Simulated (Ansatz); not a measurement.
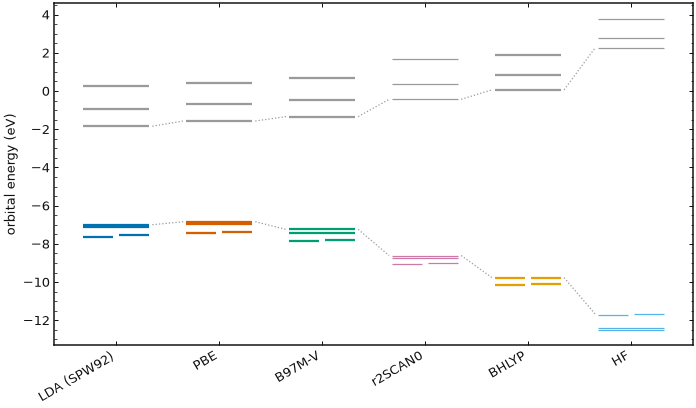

Frontier orbital energies of CH₄AlBrO₂, SMILES C[O][Al]([OH])[Br], singlet at one geometry, def2-TZVPP, the Ansatz code 0.2.0, at a PBE0-D4/def2-TZVP geometry (a minimum by its frequencies). Empty levels are grey, levels within 0.1 eV stand side by side; all columns show the same few orbitals around the gap. Dotted lines join the HOMOs and the LUMOs.

How do the frontier levels move from column to column?

The separation grows from 5.15 eV (LDA (SPW92)) to 13.91 eV (HF).

| level | HOMO (eV) | LUMO (eV) | separation (eV) |
| --- | --- | --- | --- |
| LDA (SPW92) | −7.00 | −1.85 | 5.15 |
| PBE | −6.84 | −1.57 | 5.27 |
| B97M-V | −7.24 | −1.34 | 5.91 |
| r2SCAN0 | −8.61 | −0.44 | 8.18 |
| BHLYP | −9.77 | 0.06 | 9.83 |
| HF | −11.66 | 2.25 | 13.91 |

Limits of at least one run: empty levels above zero depend strongly on the basis; no scalar relativity up to krypton; one conformer of a flexible molecule; spin-orbit coupling is left out, and with Br it can shift these levels and split any degenerate set.
